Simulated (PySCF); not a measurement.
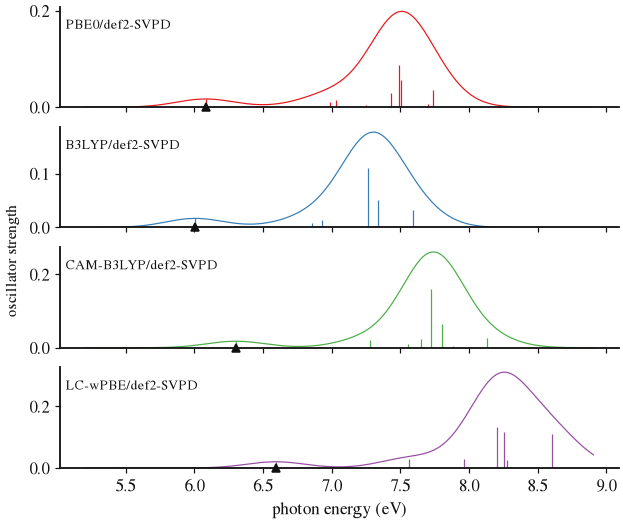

Vertical TDDFT spectra of C₂H₆ClNSi₂, SMILES N#CC[SiH2][SiH2]Cl at one geometry and several levels (PySCF 2.14.0, at a PBE0-D3(BJ)/def2-SVP geometry (no frequency check)); sticks with Gaussians of 1/e half-width 0.30 eV, the triangle marks S1, which has the same leading orbital pair at all these levels. Only the lowest states were computed, so the high end is incomplete. States within 0.01 eV of each other are merged, with their strengths summed. The highest state may be half of a pair whose partner wasn't computed.

Q: How far does S1 move with the level of theory?

A: From lowest to highest: B3LYP/def2-SVPD 6.01 eV, PBE0/def2-SVPD 6.08 eV, CAM-B3LYP/def2-SVPD 6.30 eV, LC-wPBE/def2-SVPD 6.59 eV; a spread of 0.59 eV.

Caveats, for all or some of the runs: core orbitals are frozen in the response; one conformer of a flexible molecule.
